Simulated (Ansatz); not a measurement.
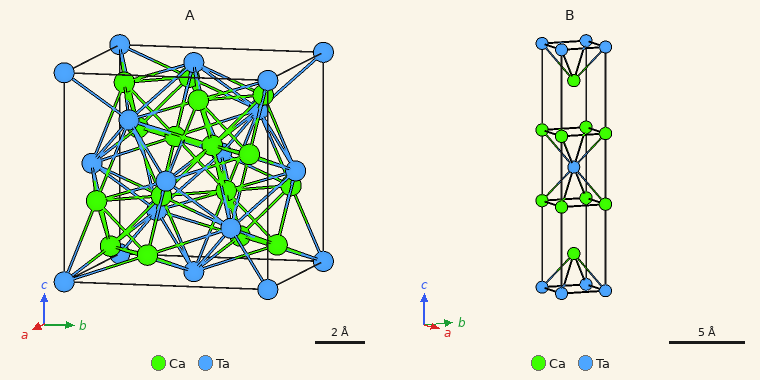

Two structures of Ca$_{2}$Ta, each relaxed to rest (conventional cells in solid outline, small ones repeated, not to one scale). Method: DFT PBE, scalar-relativistic, plane waves, PAW in Ansatz 0.2.0, without spin polarisation.

> What are the two structures?

A: cubic Laves phase (C15, MgCu₂ type), Fd-3m. B: 6 atoms a cell on a body-centred tetragonal lattice, I4/mmm.

> A or B: which is lower in energy?

B is lower, by 774 meV/atom at this level of theory (energies at zero smearing). Volumes: A 27.4, B 28.2 Å³/atom.

One or both may be structure types tried for this composition rather than known phases.
